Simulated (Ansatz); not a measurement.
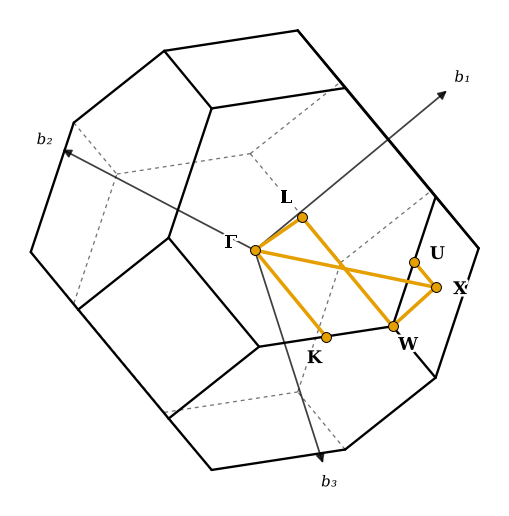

Crystal: GaSb, a calculation's input that goes back to an entry of the Crystallography Open Database (an earlier step may have relaxed or displaced it). The figure shows the first Brillouin zone with its special points and a band path. All values are computed from the atomic coordinates in the standard setting (tolerance 0.002 Å).

Labels and path follow the convention of Hinuma et al. (2017), as computed by seekpath; the arrows show the directions of the reciprocal primitive vectors b₁, b₂, b₃.

Question: What lattice type do the shape and the labels point to?

Answer: A face-centred cubic lattice (cF; extended symbol cF2). The zone is a truncated octahedron in its combinatorial type: 14 faces (6 with 4 edges, 8 with 6 edges), 36 edges, 24 vertices.

Question: Write the standard path through the labelled points.

Answer: Γ–X–U | K–Γ–L–W–X
